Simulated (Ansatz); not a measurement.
**Cl₂Si···HCl: density, localisation and related maps**

Input

```
crystal:
  periodic: [false, false, false]
  atoms:
    - {symbol: Si, position_ang: [-0.286949, -0.675573, -1.000487]}
    - {symbol: Cl, position_ang: [1.755095, -1.100873, -1.014087]}
    - {symbol: Cl, position_ang: [-0.970383, -2.052054, 0.409911]}
    - {symbol: H, position_ang: [-0.577248, 2.347123, 0.462942]}
    - {symbol: Cl, position_ang: [0.079485, 1.481377, 1.141620]}
basis:
  gaussian: {orbitals: def2-TZVPP}
hamiltonian: {xc: pbe0, dispersion: d4}
output: {orbitals: {seedname: orbitals}}
```

Launched as:

```sh
ansatz run in.yaml --threads 2 --pin off --events-out ev --progress --plain --max-ram 4352MiB
```

The reactant side of a reaction path; geometry: PBE0-D4/def2-TZVP.

The calculation used RKS PBE0-D4/def2-TZVPP (Ansatz).

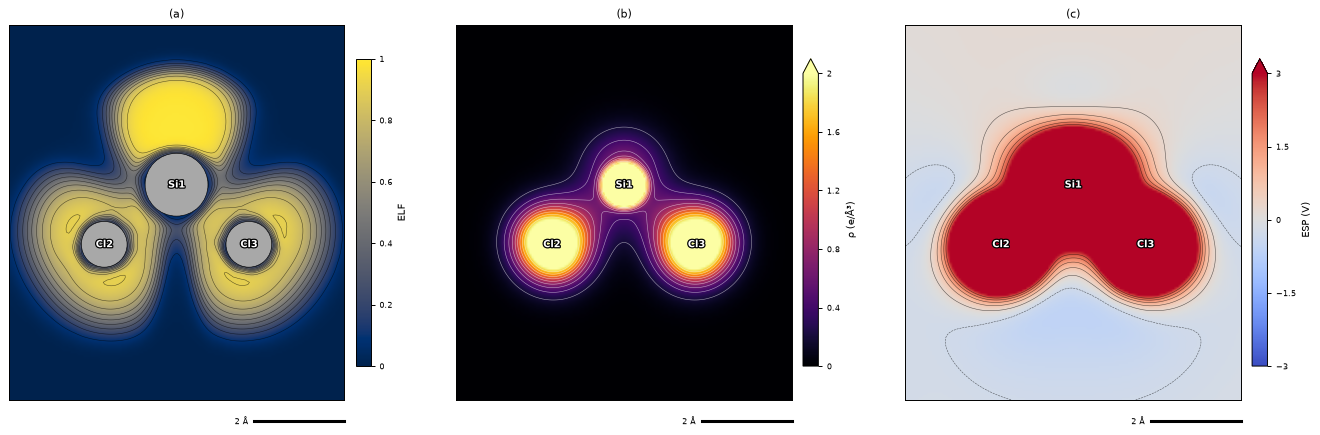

Figure 1. (a) ELF; (b) electron density; (c) electrostatic potential on the plane of atoms Cl2, Si1 and Cl3. Grey discs cover the atomic cores in the ELF map.

> What do the fields say about this system?

Atoms in the plane: Si and Cl. Si–Cl (2.09 Å): ρ at the midpoint is about 0.85 e/Å³; the ELF peaks at about 0.85 between the atoms, as expected for a shared but strongly polarised pair. The ELF also peaks beside Cl3, Cl2 and Si1, away from the bonds: lone-pair regions. Outside the dense part of the complex the potential is most negative (−0.6 V) near Cl2 and Cl3.

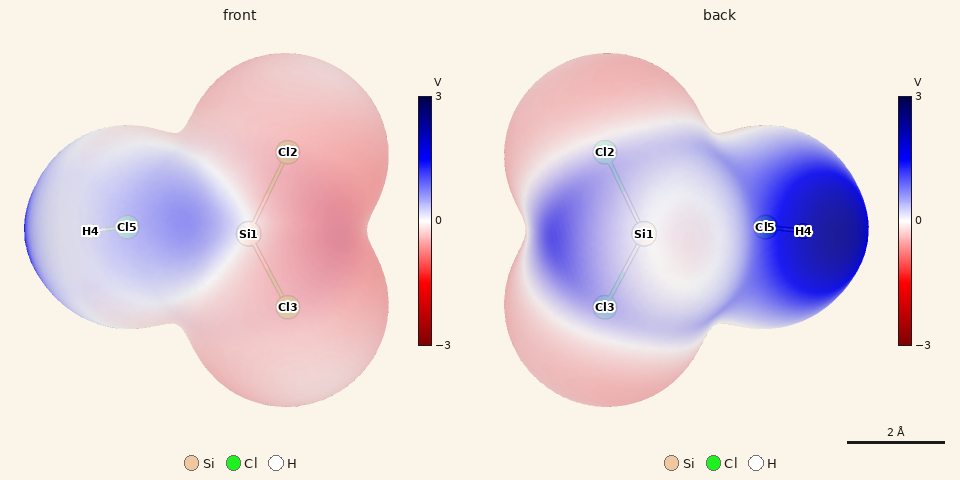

Figure 2. The electrostatic potential painted on the density surface at 0.001 e/bohr³, seen from the front and from behind; red is negative and blue positive.

> Where is the surface potential most negative and most positive?

The most negative region (about −0.6 V, or −14 kcal/mol for a unit charge) lies over Cl2 and Cl3, the most positive (about +2.3 V, or +53 kcal/mol for a unit charge) over H4. Cl5 shows a σ-hole: about +0.7 V, or +16 kcal/mol for a unit charge at the tip opposite its bond, against about 0.0 V on its flanks.

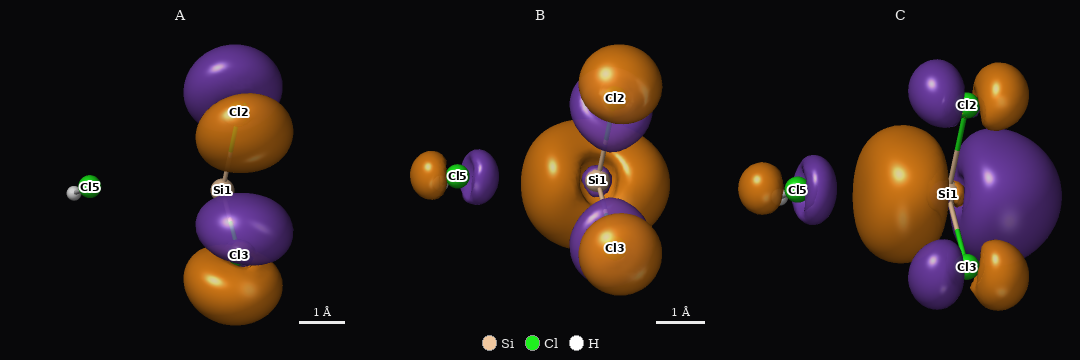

Figure 3. Three frontier orbitals at ±0.1 Å⁻³ᐟ² (orange and purple are the two phases), in no order.

> Which picture is the HOMO−1, the HOMO and the LUMO?

A is the HOMO−1 (−8.92 eV). It lies mainly on Cl2 (about 45 %) and Cl3 (about 45 %); largely a combination of lone pairs on Cl2 and Cl3. B is the HOMO (−7.37 eV). By Hirshfeld shares it lies mainly on Si1 (about 60 %), Cl2 (about 20 %) and Cl3 (about 20 %). C is the LUMO (−2.30 eV). Its weight (Hirshfeld) is mainly on Si1 (about 70 %), Cl2 (about 10 %), Cl3 (about 10 %) and Cl5 (about 5 %).

> What is the HOMO–LUMO gap?

5.07 eV between the orbital energies.
